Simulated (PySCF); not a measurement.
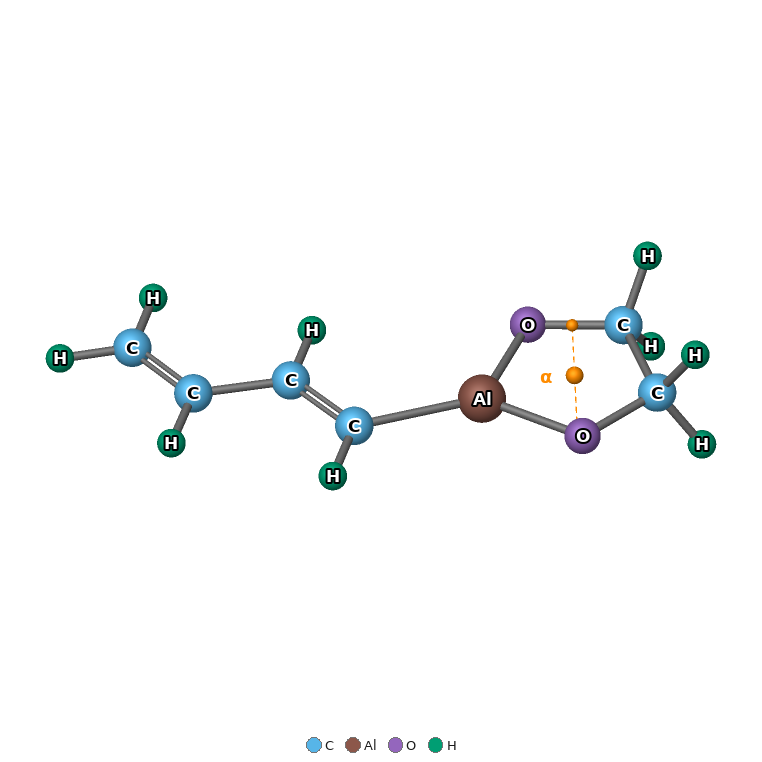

The small points mark where nucleus-independent chemical shifts (NICS) were computed: at the centre of each lettered ring and 1 Å above and below it. The computed structure is the end point of a GFN2-xTB optimisation. No frequency run is at hand to confirm it as a minimum. Properties computed with GIAO PBE0/pcSseg-1 NMR shielding, non-relativistic, gas phase (PySCF 2.14.0).

Give NICS(0), NICS(1) and the out-of-plane component NICS(1)zz for each ring (means of the two sides).

```json
{"ring": "α", "members": "C2AlO2", "NICS(0)": "−5.0", "NICS(1)": "−1.5", "NICS(1)zz": "−3.1"}
```

Values in ppm.

Question. What do the values say about the ring currents?

Answer. Ring α: weak, as in a non-aromatic ring. NICS is one index among several.

The geometry is semi-empirical. Around Al such bond lengths and angles can be off by a tenth of an ångström or more and by several degrees, and values that hang on the shape move with them.
